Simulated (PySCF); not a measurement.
```xyz
16

C    -1.7544    0.9173    0.0601
C    -1.0994    0.0652    1.1364
C    -0.1359   -0.9921    0.5952
Si    1.3270   -0.3421   -0.4132
As    2.3991    1.4006    0.7999
H    -1.0122    1.5065   -0.5034
H    -2.2970    0.2937   -0.6687
H    -2.4747    1.6272    0.4938
H    -0.5619    0.7194    1.8462
H    -1.8825   -0.4330    1.7333
H     0.2898   -1.5796    1.4266
H    -0.6776   -1.7159   -0.0409
H     0.9103    0.1169   -1.7753
H     2.3339   -1.4354   -0.5896
H     1.3498    2.4287    0.3872
H     3.2954    1.7509   -0.3832
```

Geometry: PBE0-D3(BJ)/def2-SVP.

All numbers below come from wB97X-D/def2-SVPD, SCF density, gas phase in PySCF.

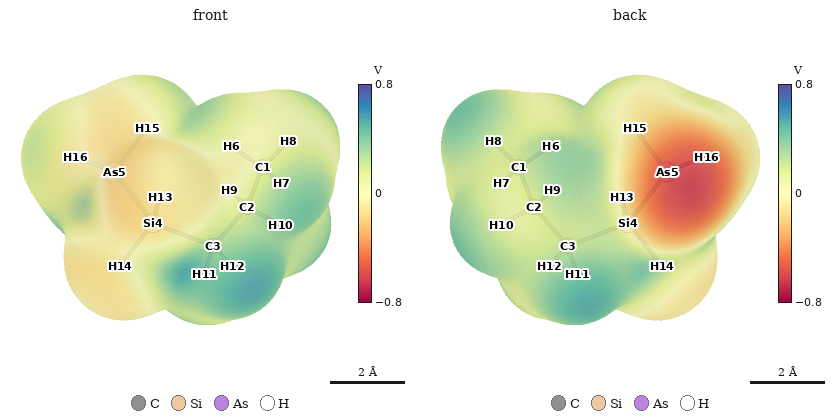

C3H11AsSi (SMILES CCC[SiH2][AsH2]). The molecular electrostatic potential painted on the density surface at 0.001 e/bohr³, seen from the front and from behind; red is negative and blue positive.

Describe the electrostatic potential map.

The most negative region (about −0.6 V, or −14 kcal/mol for a unit charge) lies over As5, the most positive (about +0.5 V, or +12 kcal/mol for a unit charge) over Si4, H11 and H12.

What dipole moment does the calculation give?

Its dipole moment is 1.13 D.
